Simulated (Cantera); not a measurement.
A closed system holds: 1 mol Si, 2.8 mol CO, 170 mol H₂, held at 0.100 bar.

Equilibrium computed with Cantera from the NASA thermochemical tables; the gas is ideal and each condensed phase is pure. Candidate condensed phases: C, C₆H₆, C₇H₈, C₈H₁₈, H₂O, Si, SiC, SiO₂; 123 gas species. Mutual solubility and eutectic melting of coexisting phases are not modelled. The tables hold silica as quartz up to 1696 K and as liquid above; real silica turns to tridymite and cristobalite and melts near 1996 K. Equilibrium is a limit: real reactors are often held back by kinetics, nucleation or transport.

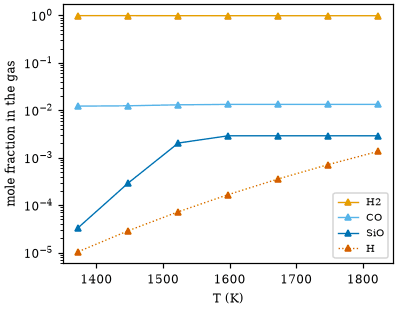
Figure: Equilibrium gas composition (values under 1e-9 drawn at 1e-9)

From 1373 K to 1523 K the condensed part is SiC(s) + SiO₂(β-quartz). From 1598 K to 1823 K the condensed part is SiC(s). The main Si-bearing gas is SiO throughout. The share of Si in condensed phases is highest at 1373 K (99.4 %) and lowest at 1823 K (49.7 %).
